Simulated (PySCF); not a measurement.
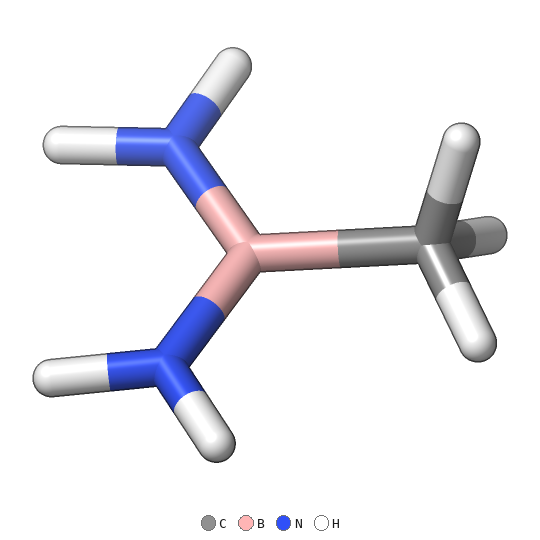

**Give the formula.**

CH₇BN₂, 11 atoms: 1 carbon, 7 hydrogen, 1 boron and 2 nitrogen.

**Give a SMILES string for it.**

CB(N)N

**Describe its rings.**

It has no ring.

**Count the bonded pairs by element.**

4 N–H, 3 C–H, 2 B–N, 1 C–B.

The parts below concern this one geometry. Atoms keep their numbers from picture to picture. The computed structure is the end point of a PBE0-D3(BJ)/def2-SVP optimisation. No frequency run is at hand to confirm it as a minimum.

## Shape

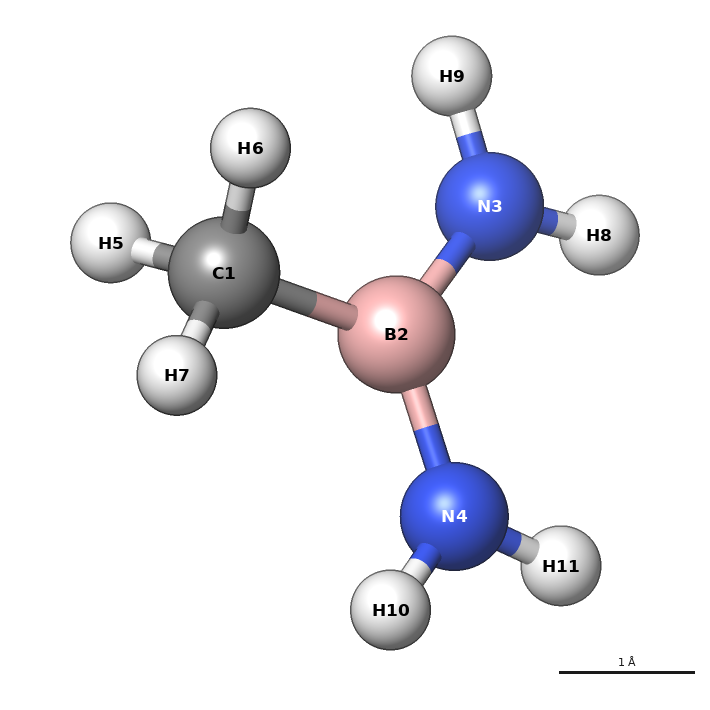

No frequency run is at hand to confirm it as a minimum.

Give these bond angles: B2–C1–H5, B2–C1–H6, B2–C1–H7, C1–B2–N3, C1–B2–N4, N3–B2–N4, B2–N3–H8, B2–N3–H9, B2–N4–H10, B2–N4–H11.

```
    angle  degrees
 B2–C1–H5    110.5
 B2–C1–H6    111.5
 B2–C1–H7    113.1
 C1–B2–N3    119.4
 C1–B2–N4    119.9
 N3–B2–N4    120.7
 B2–N3–H8    124.3
 B2–N3–H9    122.2
B2–N4–H10    122.2
B2–N4–H11    124.3
```

## Levels of theory compared

No frequency run is at hand to confirm it as a minimum. Program: PySCF 2.14.0.

Tabulate dipole (D) at these levels: B3LYP/pcSseg-2; B97-2/pcSseg-2; B97-D/pcSseg-2; BHandHLYP/pcSseg-2; BP86/pcSseg-2; HF/pcSseg-2; KT2/pcSseg-2; KT3/pcSseg-2; LC-wPBE/pcSseg-2; OPBE/pcSseg-2; WP04/pcSseg-2; mPW1PW91/pcSseg-2.

| level | dipole (D) |
| --- | --- |
| B3LYP/pcSseg-2 | 1.10 |
| B97-2/pcSseg-2 | 1.09 |
| B97-D/pcSseg-2 | 1.13 |
| BHandHLYP/pcSseg-2 | 1.05 |
| BP86/pcSseg-2 | 1.14 |
| HF/pcSseg-2 | 1.00 |
| KT2/pcSseg-2 | 1.10 |
| KT3/pcSseg-2 | 1.11 |
| LC-wPBE/pcSseg-2 | 1.07 |
| OPBE/pcSseg-2 | 1.14 |
| WP04/pcSseg-2 | 1.06 |
| mPW1PW91/pcSseg-2 | 1.09 |

## Charges

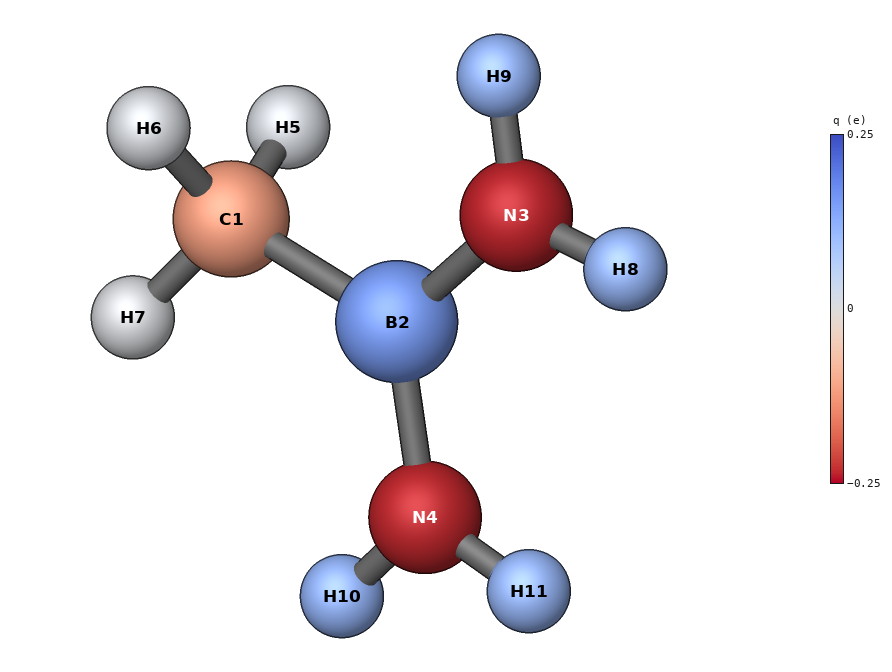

Atoms are coloured by their Hirshfeld charges. No frequency run is at hand to confirm it as a minimum. Method: PBE0/STO-3G, gas phase (PySCF 2.14.0).

**Which atom carries the highest charge (most positive or least negative)?**

B2 (0.15 e).

**And the lowest?**

N3, N4 (−0.23 e).

List the Hirshfeld charges.

```
atom  value (e)
  C1      −0.12
  B2       0.15
  N3      −0.23
  N4      −0.23
  H5       0.01
  H6       0.01
  H7       0.00
  H8       0.10
  H9       0.11
 H10       0.11
 H11       0.10
```

## Bond orders

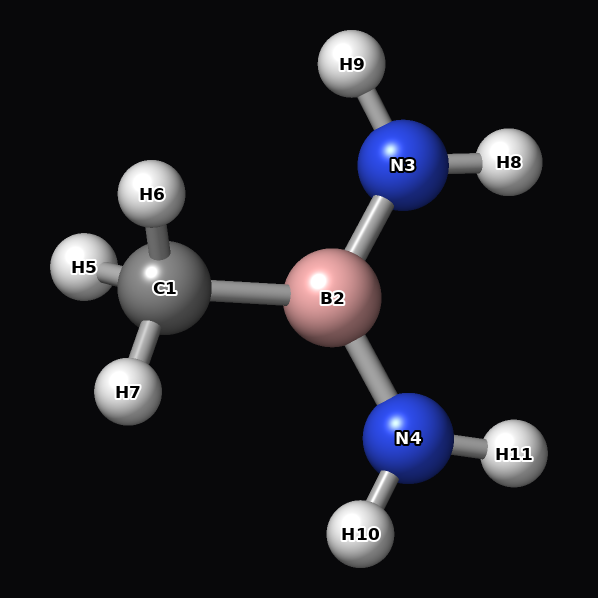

The thickness of each stick grows with its Mayer bond order. No frequency run is at hand to confirm it as a minimum. Computed with PBE0/6-31G (PySCF 2.14.0).

List the Mayer bond orders of C1–B2, C1–H5, C1–H6, C1–H7, B2–N3, B2–N4, N3–H8, N3–H9, N4–H10, N4–H11.

| bond | Mayer order | length (Å) |
| --- | --- | --- |
| C1–B2 | 0.94 | 1.589 |
| C1–H5 | 0.94 | 1.103 |
| C1–H6 | 0.95 | 1.102 |
| C1–H7 | 0.95 | 1.101 |
| B2–N3 | 1.07 | 1.419 |
| B2–N4 | 1.07 | 1.418 |
| N3–H8 | 0.87 | 1.010 |
| N3–H9 | 0.87 | 1.009 |
| N4–H10 | 0.87 | 1.009 |
| N4–H11 | 0.87 | 1.010 |
